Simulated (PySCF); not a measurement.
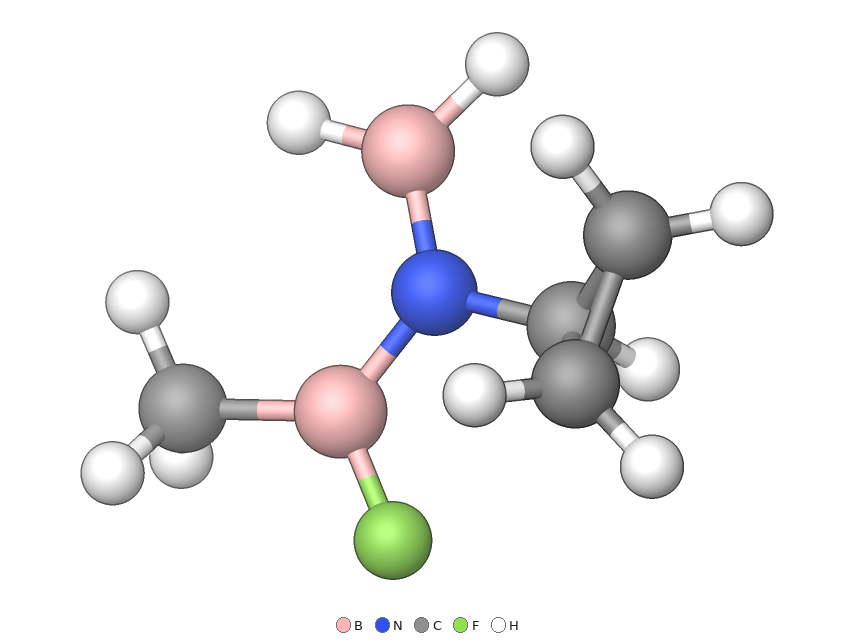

The computed structure is the end point of a GFN2-xTB optimisation. No frequency run is at hand to confirm it as a minimum. Level of theory: CAM-B3LYP/def2-SVPD, gas phase (PySCF 2.14.0). Excitations: vertical, linear response.

Predict the main results.

The species is C4H10B2FN (`BN(B(C)F)C1CC1`).
- dipole moment: 0.57 D
- HOMO energy (Kohn–Sham orbital): −9.51 eV
- LUMO energy (Kohn–Sham orbital): 0.28 eV
- HOMO–LUMO gap: 9.79 eV
- mean static polarisability: 78.6 bohr³
- lowest vertical singlet excitation: 6.59 eV
- its oscillator strength: 0.002
- brightest of the 8 lowest singlets: 6.70 eV
- its oscillator strength: 0.10

The geometry is semi-empirical. Around B such bond lengths and angles can be off by a tenth of an ångström or more and by several degrees, and values that hang on the shape move with them.
